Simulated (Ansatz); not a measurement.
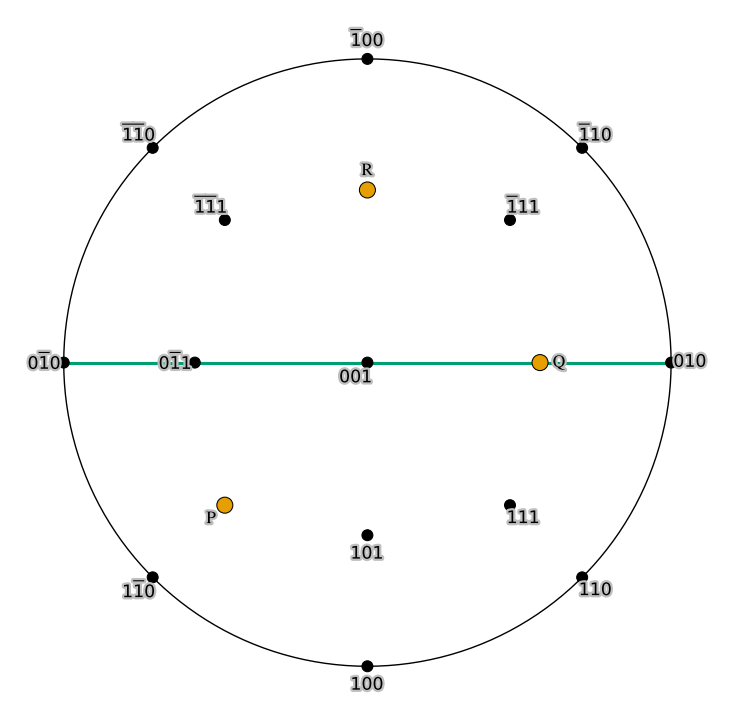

For NaBI4, the end point of a relaxation with DFT PBE, scalar-relativistic, plane waves, PAW in Ansatz; the starting structure was generated, so it need not be a known form of this composition: stereographic projection of plane normals (upper hemisphere) centred on (0 0 1). Symmetry computed with spglib at a tolerance of 0.002 Å; standard conventional cell.

a = 5.002 Å, b = 5.002 Å, c = 8.400 Å, α = 90.00°, β = 90.00°, γ = 90.00°.

Index the poles marked P, Q, R.

P is (1 −1 1), 67.2° from the centre; Q is (0 1 1), 59.2° from the centre; R is (−1 0 1), 59.2° from the centre.

Which zone does the coloured great circle trace?

The zone [1 0 0]: its poles satisfy h = 0.

What is the angle between the normals of (−1 −1 0) and (0 0 1), and what are their d_hkl = 1/|g|?

90.0°; d = 3.537 Å and 8.400 Å.
